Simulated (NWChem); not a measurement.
# One shape, several levels: Li2 (lithium dimer)

Aim: a comparison of 6 runs (B3LYP/aug-cc-pVTZ, M06-L/aug-cc-pVTZ, TPSS/aug-cc-pVTZ, BHLYP/aug-cc-pVTZ, PBE0/aug-cc-pVTZ, revPBE/aug-cc-pVTZ) of Li2 (lithium dimer). 

The calculation is run with NWChem 7.3.0.

**1. The structure to begin with**

Li2: 2 atoms, total charge 0, spin state singlet. As SMILES, `[Li][Li]`. Geometry: the measured bond length.

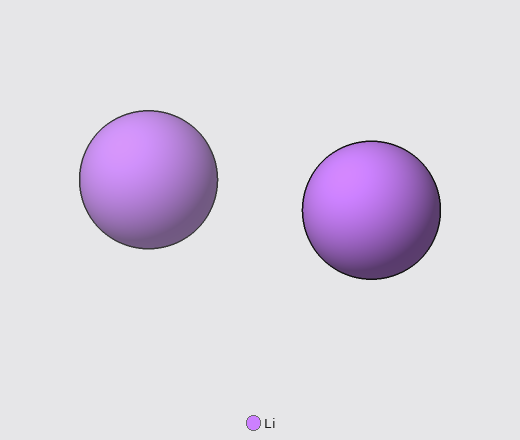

Viewed from a chosen angle; lithium purple.

**2. Energy and gradient at B3LYP/aug-cc-pVTZ (run 1)**

Contents of calc.nw:

```
echo
start calc
title "lithium dimer"
memory 2200 mb
charge 0

geometry units angstrom noautosym nocenter noautoz
  Li       0.000000       0.000000       0.000000
  Li       0.000000       0.000000       2.672900
end

basis "ao basis" spherical bse
  * library aug-cc-pVTZ
end

dft
  xc b3lyp
  mult 1
  grid fine
  convergence energy 1e-08
  iterations 100
  mulliken
  print low
end

task dft gradient
```

Command:

```sh
$ nwchem calc.nw > calc.out
```

The program printed:

```text
[...]
 d= 0,ls=0.0,diis     1    -15.0141174844 -1.68D+01  1.20D-02  1.66D-02     1.4
[...]
 d= 0,ls=0.0,diis     6    -15.0174076759 -4.77D-09  6.80D-07  4.63D-11     5.5
         Total DFT energy =      -15.017407675872
      One electron energy =      -23.159469179447
           Coulomb energy =       10.063953396573
    Exchange-Corr. energy =       -3.703700131614
 Nuclear repulsion energy =        1.781808238616
[...]
      Total Density - Mulliken Population Analysis
     ---------------------------------------------
    Atom       Charge   Shell Charges
 -----------   ------   -------------------------------------------------------
    1 Li   3     3.00   2.00 -0.03  0.59  0.42  0.01  0.03  0.01 -0.02  0.01  0.00  0.00 -0.01  0.00 -0.00
    2 Li   3     3.00   2.00 -0.03  0.59  0.42  0.01  0.03  0.01 -0.02  0.01  0.00  0.00 -0.01  0.00 -0.00
[...]
                         DFT ENERGY GRADIENTS
    atom               coordinates                        gradient
                 x          y          z           x          y          z
   1 Li      0.000000   0.000000   0.000000    0.000000   0.000000   0.000774
   2 Li      0.000000   0.000000   5.051049   -0.000000  -0.000000  -0.000774
 Task  times  cpu:        8.7s     wall:        8.7s
 Total times  cpu:        8.8s     wall:        8.8s
```

Run time: 9.3 s. Hardware: 1 thread of Intel Xeon Platinum 8375C at 2.90GHz (Ice Lake), shared host; peak memory 0.12 GiB.

**3. Energy and gradient at M06-L/aug-cc-pVTZ (run 2)**

Contents of struct.nw:

```
start struct
memory stack 880 mb heap 220 mb global 1100 mb
geometry units angstroms noautosym nocenter noautoz
   Li     0.000000     0.000000     0.000000
   Li     0.000000     0.000000     2.672900
end
basis spherical bse
   Li library aug-cc-pVTZ
end
dft
   xc m06-l
   grid fine
   convergence energy 1e-08
   iterations 100
   mulliken
   print low
end
task dft gradient
```

Command:

```sh
$ nwchem struct.nw > struct.out
```

The program printed:

```text
[...]
 d= 0,ls=0.0,diis     1    -15.1209795485 -1.69D+01  1.11D-01  1.84D-01     1.3
[...]
 d= 0,ls=0.0,diis    73    -15.0145997972 -3.05D-09  2.91D-06  1.85D-09    65.0
         Total DFT energy =      -15.014599797240
      One electron energy =      -23.146714051895
           Coulomb energy =       10.070460846900
    Exchange-Corr. energy =       -3.720154830861
 Nuclear repulsion energy =        1.781808238616
[...]
      Total Density - Mulliken Population Analysis
     ---------------------------------------------
    Atom       Charge   Shell Charges
 -----------   ------   -------------------------------------------------------
    1 Li   3     3.00   2.01 -0.03  0.57  0.36  0.01  0.06 -0.00  0.03 -0.01  0.00 -0.02  0.01  0.00  0.00
    2 Li   3     3.00   2.01 -0.03  0.57  0.36  0.01  0.06 -0.00  0.03 -0.01  0.00 -0.02  0.01  0.00  0.00
[...]
                         DFT ENERGY GRADIENTS
    atom               coordinates                        gradient
                 x          y          z           x          y          z
   1 Li      0.000000   0.000000   0.000000    0.000000  -0.000000   0.000084
   2 Li      0.000000   0.000000   5.051049   -0.000000   0.000000  -0.000084
 Task  times  cpu:       68.4s     wall:       68.4s
 Total times  cpu:       68.4s     wall:       68.4s
```

Run time: 69 s. Hardware: 1 thread of Intel Xeon Platinum 8375C at 2.90GHz (Ice Lake), shared host; peak memory 0.12 GiB.

Runs 3 to 5 aren't shown in full; the table further down has their settings and results.

**4. Energy and forces at revPBE/aug-cc-pVTZ (run 6)**

Contents of m1.nw:

```
start m1
title "Li2"
memory stack 880 mb heap 220 mb global 1100 mb
charge 0
geometry noautosym nocenter noautoz
   Li    0.000000    0.000000    0.000000
   Li    0.000000    0.000000    2.672900
end
basis spherical bse
   * library aug-cc-pVTZ
end
dft
   xc revpbe cpbe96
   mult 1
   grid fine
   convergence energy 1e-08
   iterations 100
   mulliken
end
task dft gradient
```

Command:

```sh
$ nwchem m1.nw > m1.out
```

The program printed:

```text
[...]
          Wavefunction type:  closed shell.
          No. of atoms     :     2
          No. of electrons :     6
[...]
          Charge           :     0
          Spin multiplicity:     1
[...]
          AO basis - number of functions:    92
[...]
              XC Information
              --------------
                        RevPBE Exchange Functional  1.000
            Perdew 1991 LDA Correlation Functional  1.000 local
           PerdewBurkeErnz. Correlation Functional  1.000 non-local
[...]
 d= 0,ls=0.0,diis     1    -14.9996895364 -1.68D+01  1.45D-02  1.74D-02     1.1
[...]
 d= 0,ls=0.0,diis     6    -15.0027323050 -1.49D-09  2.90D-07  4.63D-11     5.2
         Total DFT energy =      -15.002732305027
      One electron energy =      -23.146398922299
           Coulomb energy =       10.050236569253
    Exchange-Corr. energy =       -3.688378190598
 Nuclear repulsion energy =        1.781808238616
[...]
      Total Density - Mulliken Population Analysis
     ---------------------------------------------
    Atom       Charge   Shell Charges
 -----------   ------   -------------------------------------------------------
    1 Li   3     3.00   2.01 -0.05  0.58  0.42  0.01  0.03  0.01 -0.01  0.01  0.00 -0.00 -0.01  0.00 -0.00
    2 Li   3     3.00   2.01 -0.05  0.58  0.42  0.01  0.03  0.01 -0.01  0.01  0.00 -0.00 -0.01  0.00 -0.00
[...]
  wavefunction    = closed shell
                         DFT ENERGY GRADIENTS
    atom               coordinates                        gradient
                 x          y          z           x          y          z
   1 Li      0.000000   0.000000   0.000000    0.000000   0.000000   0.002175
   2 Li      0.000000   0.000000   5.051049   -0.000000  -0.000000  -0.002175
[...]
```

It took 9 s on 1 thread of Intel Xeon Platinum 8375C at 2.90GHz (Ice Lake), shared host; peak memory 0.12 GiB.

**5. Overview of the runs**

```csv
run,level,energy (Eh),largest force (eV/Å),wall time
1,B3LYP/aug-cc-pVTZ,-15.017408,0.040,9.3 s
2,M06-L/aug-cc-pVTZ,-15.014600,0.004,69 s
3,TPSS/aug-cc-pVTZ,-15.013457,0.116,9.6 s
4,BHLYP/aug-cc-pVTZ,-14.999428,0.040,8.7 s
5,PBE0/aug-cc-pVTZ,-14.964014,0.084,10 s
6,revPBE/aug-cc-pVTZ,-15.002732,0.112,9 s
```

**6. What came out**

| quantity | value |
| --- | --- |
| run 6: total energy | -15.00273 Eh |
| run 6: dipole moment | 0.00 D |
| run 6: HOMO energy | -3.22 eV |
| run 6: LUMO energy | -1.78 eV |
| run 6: HOMO–LUMO gap | 1.44 eV |
| run 6: largest force on an atom | 0.112 eV/Å |

What this shows: Over runs 4, 5, 6 the HOMO–LUMO gap runs from 1.44 eV (revPBE/aug-cc-pVTZ) to 3.40 eV (BHLYP/aug-cc-pVTZ). Totals of different functionals can't be ranked against each other. All runs together took 1.9 min, the longest 69 s.
